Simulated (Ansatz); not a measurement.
**ZrC (zincblende): phonons and dielectric response, part 1 of 2**

Task: compute the phonons of ZrC (zincblende) and test its dynamical stability, with its dielectric response. The start comes from a prototype table, not from a measured structure.

Computed with Ansatz 0.2.0 (DFT PBEsol, scalar-relativistic, plane waves, PAW, unless a step's input says otherwise).

### 1 Starting point

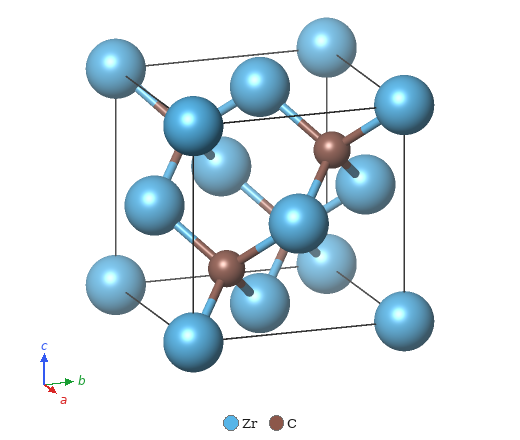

Start, viewed slightly off an axis; zirconium blue, carbon brown. Atoms on the faces are drawn again on the opposite ones. The cell drawn here is the conventional one.

Structure file:

```xyz
2
Lattice="0.0000 2.5228 2.5228 2.5228 0.0000 2.5228 2.5228 2.5228 0.0000" Properties=species:S:1:pos:R:3 pbc="T T T"
Zr    0.0000    0.0000    0.0000
C     1.2614    1.2614    1.2614
```

This cell comes from an earlier session at PBEsol: 16.056 Å³/atom at 0.02 GPa, on a 12×12×12 mesh.

### 2 Response at Γ by perturbation theory

Contents of input.yaml:

```yaml
crystal:
  lattice:
    - [0.0, 2.5228029414, 2.5228029414]
    - [2.5228029414, 0.0, 2.5228029414]
    - [2.5228029414, 2.5228029414, 0.0]
  atoms:
    - { symbol: Zr, position: [0.0, 0.0, 0.0] }
    - { symbol: C, position: [0.25, 0.25, 0.25] }
basis:
  ecutwfc: 420
  ecutrho_ratio: 4
kpoints:
  mp_grid: { grid: [12, 12, 12] }
hamiltonian:
  xc: pbesol
scf:
  occupations: { method: fixed }
output: {}
phonons:
  method: dfpt
  dielectric: true
  rigid_motions: translations
```

Run with:

```bash
> ansatz run input.yaml --threads 4 --pin off --max-ram 8192MiB --backend cpu --events-out ev --progress --plain --runs-dir out
```

Output:

```text
Warning: RAYON_NUM_THREADS=4 ignored (pool sized by the plan → 4); use --threads N
Engine: ansatz 0.2.0, aarch64-unknown-linux-gnu
Pseudopotentials: kind: paw
Pseudopotential: Zr, paw, valence charge 12, recommended cutoff 420 eV (normal), Zr.paw.azcp
Pseudopotential: C, paw, valence charge 4, recommended cutoff 420 eV (normal), C.paw.azcp
Functional definition: PBEsol
  exchange = pbesol_x
  correlation = pbesol_c
Crystal: 2 atoms, lattice volume = 32.113 Å³
Basis set: ecut = 420 eV, 609 PW (Γ), exchange–correlation on 48×48×48 points (8 copies of the dense FFT grid, shifted against one another)
Bands: 12, of which v1, the nominal top of the filled ones, is band 8 counted from 1 (7 counted from 0)
Symmetry: 24 space group operations
k-points: 280 of 1728 (irreducible under 4 space group operations, time reversal used)
Non-local potential: Zr, projectors of the file, l = 0: 3, l = 1: 2, l = 2: 2, l = 3: 2
Non-local potential: C, projectors of the file, l = 0: 2, l = 1: 2, l = 2: 1
PAW form: soft (Blöchl's): semilocal exchange-correlation on the pseudo side does not see the compensation charge
PAW frozen core: Zr, regenerated for the run's functional, and the local potential with it (the file was generated under x = pbe(κ = 0.804, μ = 0.2195149727645171), c = pbe(β = 0.06672455060314922))
PAW frozen core: C, regenerated for the run's functional, and the local potential with it (the file was generated under x = pbe(κ = 0.804, μ = 0.2195149727645171), c = pbe(β = 0.06672455060314922))
PAW one-centre angular grid: Zr, 590 points (default); XC on 64 Gauss nodes
PAW one-centre angular grid: C, 110 points (default); XC on 64 Gauss nodes
Initial density: superposition of atomic densities (neutral atoms: chi_scale 0, normalization atom), corrected by the library's trained network
Initial wavefunctions: pseudopotential atomic-orbital guess
Functional: x = pbesol(κ = 0.804, μ = 0.12345679012345678), c = pbesol(β = 0.046)
SCF iter   1: F=—  HF=-4375.761889 eV  |F-HF|=—  |Δ(HF+E_count)|=         —  Δρ=4.50e-3  dr2=8.77e-3  ethr=1.77e-3  ⟨swp⟩=4.0  Hψ=16109  notcnv=0  defer=360
preconditioner: auto → none  [insulator: Δε(μ)=0.436 eV  Ē_g=7.746 eV  n_scr=8 (ndim 8)  ℏωp=18.5 eV  f_vac=0.000  ε∞_Penn≈6.7]
SCF iter   2: F=—  HF=-4375.760069 eV  |F-HF|=—  |Δ(HF+E_count)|=   1.82e-3  Δρ=3.62e-3  dr2=4.48e-3  ethr=5.48e-5  ⟨swp⟩=3.0  Hψ=8101  notcnv=0  defer=554
SCF iter   3: F=—  HF=-4375.759201 eV  |F-HF|=—  |Δ(HF+E_count)|=   8.69e-4  Δρ=1.30e-3  dr2=3.59e-4  ethr=2.80e-5  ⟨swp⟩=2.0  Hψ=4984  notcnv=0  defer=554
SCF iter   4: F=—  HF=-4375.759176 eV  |F-HF|=—  |Δ(HF+E_count)|=   2.51e-5  Δρ=4.08e-4  dr2=2.33e-5  ethr=2.25e-6  ⟨swp⟩=2.0  Hψ=3924  notcnv=0  defer=97
SCF iter   5: F=—  HF=-4375.759181 eV  |F-HF|=—  |Δ(HF+E_count)|=   5.52e-6  Δρ=5.77e-5  dr2=4.18e-7  ethr=1.46e-7  ⟨swp⟩=2.5  Hψ=4949  notcnv=0
SCF iter   6: F=—  HF=-4375.759181 eV  |F-HF|=—  |Δ(HF+E_count)|=   2.30e-7  Δρ=5.88e-6  dr2=1.15e-8  ethr=2.61e-9  ⟨swp⟩=2.6  Hψ=5306  notcnv=0
SCF iter   7: F=-4375.759181 eV  HF=-4375.759181 eV  |F-HF|=3.91e-11  |Δ(HF+E_count)|=   1.62e-9  Δρ=5.83e-7  dr2=8.29e-11  ethr=1.00e-12  ⟨swp⟩=6.3  Hψ=22570  notcnv=0
SCF 1 converged in 7 iterations: F = -4375.759181 eV  dr2 = 8.29e-11
NSCF: frozen V_eff on 280 k-points
NSCF: frozen V_eff on 280 k-points
NSCF: frozen V_eff on 6 k-points
DFPT response loops at Γ: preconditioner auto → none (the input reference at scf.mixing.eps_inf says where Resta's filter doesn't serve); β = 0.50; Broyden in place of MSR1
── the response to a field inside a basis, on 16×16×16 k-points: an SCF that follows is theirs, and a resumed run solves both again ──
Bands: 9, of which v1, the nominal top of the filled ones, is band 8 counted from 1 (7 counted from 0)
k-points: 408
Initial density: handed on by an earlier stage of this run
Initial wavefunctions: pseudopotential atomic-orbital guess (no wavefunctions were taken with the density)
Eigensolver: Dense (408 Hₖ)
SCF iter   1: F=—  HF=-4375.759226 eV  |F-HF|=—  |Δ(HF+E_count)|=         —  Δρ=1.60e-4  dr2=1.75e-6  ethr=1.00e-1
preconditioner: auto → none  [insulator: Δε(μ)=0.434 eV  Ē_g=5.270 eV  n_scr=8 (ndim 8)  ℏωp=18.5 eV  f_vac=0.000  ε∞_Penn≈13.4]
SCF iter   2: F=—  HF=-4375.759226 eV  |F-HF|=—  |Δ(HF+E_count)|=   6.12e-7  Δρ=8.01e-5  dr2=4.18e-7  ethr=1.09e-8
SCF iter   3: F=—  HF=-4375.759227 eV  |F-HF|=—  |Δ(HF+E_count)|=   3.89e-7  Δρ=4.05e-5  dr2=7.06e-7  ethr=2.61e-9
SCF iter   4: F=-4375.759227 eV  HF=-4375.759227 eV  |F-HF|=1.66e-9  |Δ(HF+E_count)|=   1.38e-7  Δρ=5.13e-6  dr2=2.20e-9  ethr=2.61e-9
SCF 1 converged in 4 iterations: F = -4375.759227 eV  dr2 = 2.20e-9
DFPT response loops at Γ: mixed as the last ones told, above
WARN: field response: ε∞ stands inside a basis, on 16×16×16 points; the force constants stand on the 12×12×12 k-mesh, whose period is 10.10 times the interband length at k = (0.1667, 0.4167, -0.3333), direct gap 0.608 eV, under 14: take them and everything formed from them as unconverged, and compare with a denser kpoints.mp_grid
SCF converged after 7 iterations
Free energy (F): -4375.759181 eV
Harris-Foulkes:  -4375.759181 eV  (|F-HF|=3.91e-11)
Internal energy: -4375.759181 eV  (E = F + TS)
E sigma→0 (E₀):  -4375.759181 eV
Fermi energy:    10.972667 eV
--- Per-component energies (eV) ---
  E_band       = -104.078147
  E_kinetic    = 421.822573
  E_local      = -795.190161  (includes V_loc(G=0)·N_el)
  E_nonlocal   = 107.709489
  E_hartree    = 249.498954
  E_xc         = -208.553410
  E_vxc        = -250.156060  (∫ρ·V_xc dr)
  E_paw        = -2994.600216  (= ΣΔE_a)
  E_vpaw       = -87.262083  (= ΣTr[D̂ρ^β])
  E_aug_tail   = 0.000026  (compensation charges beyond the density's cutoff)
  E_ewald      = -1156.633258
  E_core_change = 0.186821  (= ΣΔE_core)
  E_smearing   = -0.000000  (= −TS)
  E_closure    = -0.000000  (closes the sum)
  Σ components = -4375.759181   (vs F -4375.759181, Δ=0.00e0)
--- Band table (eV; the first three rows and the last of 280) ---
  k-point 0: bands = ["-36.8310", "-14.7706", "-14.7706", "-14.7706", "1.0399", "8.5783", "8.5783", "8.5783", "14.0390", "14.0390", "14.3230", "19.4880"]
  k-point 1: bands = ["-36.8280", "-14.8044", "-14.7752", "-14.7752", "1.1402", "8.4569", "8.6372", "8.6372", "13.9536", "13.9536", "14.6389", "19.3008"]
  k-point 2: bands = ["-36.8199", "-14.8954", "-14.7876", "-14.7876", "1.4094", "8.2206", "8.7897", "8.7897", "13.8017", "13.8017", "15.3690", "18.9449"]
  k-point 279: bands = ["-36.7719", "-15.1372", "-15.0454", "-14.9469", "2.8352", "8.2160", "9.5454", "10.8679", "11.4360", "14.0290", "15.6183", "16.8873"]
--- Phonons (Γ-DFPT): 2 representative perturbations + reference, on 280 of 1728 k-points (Σ response iterations 6) ---
  k mesh reduced under 4 symmetry operations, with k and −k counted as one. Each operation leaves every solved perturbation unchanged. A smaller set is not considered because the run solves the response to a homogeneous field
  ASR residual: 4.076e-4 → 0.000e0 eV/Å²; symmetrization residual: 2.526e-6 eV/Å²
  ASR residual per site (eV/Å²): 4.08e-4 6.81e-5
  Γ frequencies (cm⁻¹): 0.00 0.00 0.00 530.75 530.75 530.75
  ε∞ (high-frequency dielectric tensor):
       35.995511     0.000000     0.000000
        0.000000    35.995511     0.000000
        0.000000     0.000000    35.995511
  ε⁰ (static dielectric tensor: ions relaxed, cell fixed):
       46.317129     0.000000     0.000000
        0.000000    46.317129    -0.000000
        0.000000    -0.000000    46.317129
  ε⁰ − ε∞ (ionic part):
       10.321618    -0.000000    -0.000000
       -0.000000    10.321618    -0.000000
       -0.000000    -0.000000    10.321618
  softest optical mode at Γ: 530.75 cm⁻¹; the repairs (sum rule, projections) moved no ω² at Γ by more than (1.37 cm⁻¹)²
  Born effective charges Z* (e; rows j = field, columns β = displacement):
    site 0:
         4.48772   -0.00000   -0.00000
        -0.00000    4.48772    0.00000
         0.00000    0.00000    4.48772
    site 1:
        -4.48772    0.00000    0.00000
         0.00000   -4.48772   -0.00000
        -0.00000   -0.00000   -4.48772
  Z* charge neutrality: 5.541e-4 e pre-enforcement
  solved inside a basis spanned on kpoints, on 16×16×16 k-points transformed towards the longest dipole: ε∞ is read to err by 1.3e-1, Z* by 2.5e-2 e (field_mesh: kpoints solves on kpoints); Z* is corrected for what the basis lacks
  optical modes at Γ without the LO–TO term, one row a degenerate level:
      ω (cm⁻¹)  modes    IR ((D/Å)²/amu)
        530.75      3           131.3332
  optical modes at Γ + LO–TO along q̂ = [1.0000, 0.0000, 0.0000]:
      ω (cm⁻¹)  modes    IR ((D/Å)²/amu)
        530.75      2            87.5554
        602.06      1            43.7777
  optical modes at Γ + LO–TO along q̂ = [0.0000, 1.0000, 0.0000]:
      ω (cm⁻¹)  modes    IR ((D/Å)²/amu)
        530.75      2            87.5554
        602.06      1            43.7777
  optical modes at Γ + LO–TO along q̂ = [0.0000, 0.0000, 1.0000]:
      ω (cm⁻¹)  modes    IR ((D/Å)²/amu)
        530.75      2            87.5554
        602.06      1            43.7777
```

Run time: 28 s. Hardware: 4 threads of Arm Neoverse V1, shared host; peak memory 0.83 GiB.

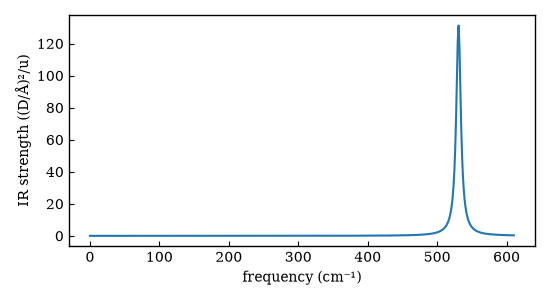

Infrared strengths of the transverse modes, broadened by 4 cm⁻¹.

### 3 The dielectric function

input.yaml, as its differences from that of step 2:

```diff
@@ -16,7 +16,9 @@
 scf:
-  occupations: { method: fixed }
-output: {}
-phonons:
-  method: dfpt
-  dielectric: true
-  rigid_motions: translations
+  occupations: { method: gaussian, width: 0.05 }
+  n_extra_bands: 20
+output:
+  forces: true
+  stress: true
+  eigenvalues: true
+  optics: { de: 0.05 }
+  efg: {}
```

Run with:

```bash
> ansatz run input.yaml --threads 4 --pin off --max-ram 8192MiB --backend cpu --events-out ev --progress --plain --runs-dir out
```

Output:

```text
Warning: RAYON_NUM_THREADS=4 ignored (pool sized by the plan → 4); use --threads N
scf.n_extra_bands = 20 over 8 filled bands (N_el = 16.0): the run solves 28 bands
Zr: output.efg is read without spin–orbit coupling, which moves field gradients at and beside such atoms by some per cent and up to a factor of two; PAW files take it under magnetization.noncollinear and magnetization.spin_orbit
[... 7 set-up lines as earlier in the session ...]
Crystal: 2 atoms, lattice volume = 32.113 Å³
Basis set: ecut = 420 eV, 609 PW (Γ), exchange–correlation on 48×48×48 points (8 copies of the dense FFT grid, shifted against one another)
Bands: 28, of which v1, the nominal top of the filled ones, is band 8 counted from 1 (7 counted from 0)
[... 1 set-up line as earlier in the session ...]
Space group: F-43m (ITA 216), of the structure as read, at distance tolerance 3.2e-5 Å
k-points: 72 of 1728 (time reversal used)
[... 10 set-up lines as earlier in the session ...]
SCF iter   1: F=—  HF=-4375.761724 eV  |F-HF|=—  |Δ(HF+E_count)|=         —  Δρ=4.42e-3  dr2=8.38e-3  ethr=1.77e-3  ⟨swp⟩=5.1  Hψ=8527  notcnv=0  defer=450
preconditioner: auto → none  [insulator: Δε(μ)=0.436 eV  Ē_g=21.059 eV  σ=0.050 eV  W_gap=1.00  n_scr=8 (ndim 8)  ℏωp=18.5 eV  f_vac=0.000  D(μ)=0.00/eV (n_scr^D=0)  ε∞_Penn≈1.8]
SCF iter   2: F=—  HF=-4375.759665 eV  |F-HF|=—  |Δ(HF+E_count)|=   2.06e-3  Δρ=2.38e-3  dr2=2.17e-3  ethr=5.24e-5  ⟨swp⟩=1.0  Hψ=2592  notcnv=0  defer=839
SCF iter   3: F=—  HF=-4375.759186 eV  |F-HF|=—  |Δ(HF+E_count)|=   4.79e-4  Δρ=2.26e-4  dr2=1.96e-5  ethr=1.36e-5  ⟨swp⟩=1.8  Hψ=1251  notcnv=0  defer=839
SCF iter   4: F=—  HF=-4375.759180 eV  |F-HF|=—  |Δ(HF+E_count)|=   5.95e-6  Δρ=6.88e-5  dr2=1.19e-6  ethr=1.23e-7  ⟨swp⟩=2.6  Hψ=1661  notcnv=0  defer=839
SCF iter   5: F=—  HF=-4375.759181 eV  |F-HF|=—  |Δ(HF+E_count)|=   6.80e-7  Δρ=1.11e-5  dr2=3.46e-8  ethr=7.43e-9  ⟨swp⟩=2.0  Hψ=1584  notcnv=0  defer=839
SCF iter   6: F=—  HF=-4375.759181 eV  |F-HF|=—  |Δ(HF+E_count)|=   9.51e-9  Δρ=1.94e-6  dr2=8.01e-10  ethr=2.17e-10  ⟨swp⟩=1.2  Hψ=1176  notcnv=0  defer=839
SCF iter   7: F=-4375.759181 eV  HF=-4375.759181 eV  |F-HF|=0.00e0  |Δ(HF+E_count)|=  1.09e-10  Δρ=1.65e-7  dr2=3.93e-12  ethr=1.00e-12  ⟨swp⟩=9.2  Hψ=11726  notcnv=0
SCF 1 converged in 7 iterations: F = -4375.759181 eV  dr2 = 3.93e-12
Optics k sum: 0 of 72 k-points
[...]
NSCF: frozen V_eff on 1 k-points
SCF converged after 7 iterations
Free energy (F): -4375.759181 eV
Harris-Foulkes:  -4375.759181 eV  (|F-HF|=0.00e0)
Internal energy: -4375.759181 eV  (E = F + TS)
E sigma→0 (E₀):  -4375.759181 eV
Fermi energy:    11.174153 eV
--- Per-component energies (eV) ---
  E_band       = -104.078212
  E_kinetic    = 421.822621
  E_local      = -795.190287  (includes V_loc(G=0)·N_el)
  E_nonlocal   = 107.709518
  E_hartree    = 249.499028
  E_xc         = -208.553417
  E_vxc        = -250.156068  (∫ρ·V_xc dr)
  E_paw        = -2994.600233  (= ΣΔE_a)
  E_vpaw       = -87.262097  (= ΣTr[D̂ρ^β])
  E_aug_tail   = 0.000026  (compensation charges beyond the density's cutoff)
  E_ewald      = -1156.633258
  E_core_change = 0.186821  (= ΣΔE_core)
  E_smearing   = -0.000000  (= −TS)
  E_closure    = -0.000000  (closes the sum)
  Σ components = -4375.759181   (vs F -4375.759181, Δ=0.00e0)
--- Forces (eV/Å), atoms counted from 1 ---
  atom   1  Zr     0.00000000    -0.00000000    -0.00000000
  atom   2  C     -0.00000000     0.00000000     0.00000000
  max |Σ_I F_I| component: 1.48e-16 eV/Å
--- Stress (GPa, compression-positive) ---
        0.020297       0.000000      -0.000000
        0.000000       0.020297       0.000000
       -0.000000       0.000000       0.020297
  P = ⅓ Tr σ = 0.0203 GPa (0.203 kbar)
--- PAW observables at the nuclei: V_zz in 10²¹ V/m², potentials from the cell's mean, atoms counted from 1 ---
  atom   1  Zr V_zz =    -0.000000   η = 0.0000   by run symmetry: forbidden
            electrostatic potential = -5925.891659 V   contact ρ = none
  atom   2  C  V_zz =    +0.000000   η = 0.0000   by run symmetry: forbidden
            electrostatic potential = -420.277006 V   contact ρ = none
--- Band table (eV; the first three rows and the last of 72) ---
  k-point 0: bands = ["-36.8310", "-14.7707", "-14.7707", "-14.7707", "1.0399", "8.5783", "8.5783", "8.5783", "14.0390", "14.0390", "14.3230", "19.4880", "19.4880", "19.4880", "25.3630", "25.3630", "25.3630", "26.3857", "31.4828", "31.4828", "31.4828", "35.1750", "35.1750", "39.3170", "40.9157", "40.9157", "40.9157", "43.6539"]
  k-point 1: bands = ["-36.8281", "-14.8044", "-14.7752", "-14.7752", "1.1402", "8.4568", "8.6372", "8.6372", "13.9536", "13.9536", "14.6389", "19.3008", "19.6245", "19.6245", "24.2468", "25.3382", "25.3382", "27.1869", "31.2924", "31.2924", "31.9498", "35.1076", "35.1076", "39.7050", "40.9772", "41.1568", "41.1568", "43.0558"]
  k-point 2: bands = ["-36.8200", "-14.8954", "-14.7876", "-14.7876", "1.4094", "8.2206", "8.7897", "8.7897", "13.8017", "13.8017", "15.3690", "18.9449", "19.8192", "19.8192", "22.4596", "25.3726", "25.3726", "28.3990", "30.9149", "30.9149", "32.8268", "35.0687", "35.0687", "40.2995", "40.9716", "40.9716", "41.1570", "42.1703"]
  k-point 71: bands = ["-36.7719", "-15.1372", "-15.0454", "-14.9469", "2.8352", "8.2160", "9.5454", "10.8679", "11.4360", "14.0290", "15.6183", "16.8873", "18.5670", "23.3006", "23.6515", "24.0654", "24.3015", "30.5859", "30.6708", "30.8708", "31.4804", "32.0113", "38.0426", "38.3671", "38.6927", "39.5005", "40.3849", "43.0263"]
```

Run time: 16 s. Hardware: 4 threads of Arm Neoverse V1, shared host; peak memory 0.67 GiB.

The dielectric function (isotropic):

```csv
energy (eV),ε2 xx,ε1 xx
0.00,0.00,37.50
0.25,0.04,42.84
0.50,42.69,61.53
0.75,32.98,5.99
1.00,18.90,5.86
1.25,14.21,6.97
1.50,12.29,7.76
1.75,12.14,8.26
2.00,12.14,5.27
2.25,9.23,4.97
2.50,7.66,5.66
2.75,6.62,6.72
3.00,5.95,8.72
3.25,9.04,10.67
3.50,10.69,9.94
3.75,13.19,8.92
4.00,12.98,5.84
4.25,13.49,5.69
4.50,14.28,3.71
4.75,13.26,-0.07
5.00,11.76,1.68
5.25,16.07,-2.68
5.50,9.06,-5.48
5.75,5.75,-3.70
6.00,5.95,-1.13
6.25,6.77,-1.50
6.50,6.07,-1.54
6.75,6.23,-0.97
7.00,7.70,-3.35
7.25,3.88,-3.99
```

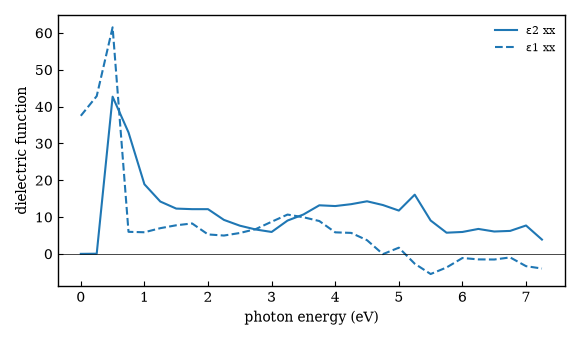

The dielectric function without local fields or excitons.

(Continued in part 2 of 2.)
